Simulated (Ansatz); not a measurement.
# Computed scan of one atom of the cell: NiO (rock salt)

NiO (rock salt)

```xyz
2
Lattice="0.0000 2.1087 2.1087 2.1087 0.0000 2.1087 2.1087 2.1087 0.0000" Properties=species:S:1:pos:R:3 pbc="T T T"
O      0.0000     0.0000     0.0000
Ni     2.1087     2.1087     2.1087
```

In each cell atom 1 (O, nearest neighbour Ni at 2.109 Å; its periodic images, 3.0 Å or more away, move with it) moves by s·(0.577, 0.577, 0.577) (along Cartesian [111]), the rest being held.

All values below come from PBE (plane waves to 420 eV, PAW, scalar-relativistic; Ansatz, an electronic-structure program). k mesh 15×15×15 (Γ-centred), Fermi-Dirac smearing 0.05 eV. The energy includes the smearing's −TS. With partly filled bands, energies and forces of such displacements shift with the k mesh and the smearing. NiO is run spin-polarised and with no Hubbard U; the real compound is an antiferromagnetic insulator, a state that this run doesn't describe. NiO was relaxed with its symmetry unable to fall. Relaxed NiO ends ferromagnetic. The PAW data are Ansatz's earlier set. Other magnetic orders were not checked, so this need not be the ground state. ΔE is measured from the undisplaced structure.

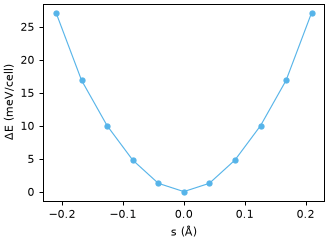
ΔE (meV/cell) against s (Å); markers are the computed points, lines only join them.

The force along the line at s = -0.210 Å is 0.305 eV/Å and the energy at s = 0.210 Å is 27.1 meV/cell. The zone-centre optical wavenumber from k is 177 cm⁻¹. Harmonic estimate at the end of the scan: ½ks² = 31.9 meV/cell against the computed 27.1 meV/cell, so the well is softer than harmonic there. Symmetry of the curve: even: the same for both signs.

With its periodic images moving along, the atom's site symmetry in this cell is m-3m.

(For displaced atoms, the force is minus the slope of the energy, and its curvature is a force constant, which sets phonon frequencies.)
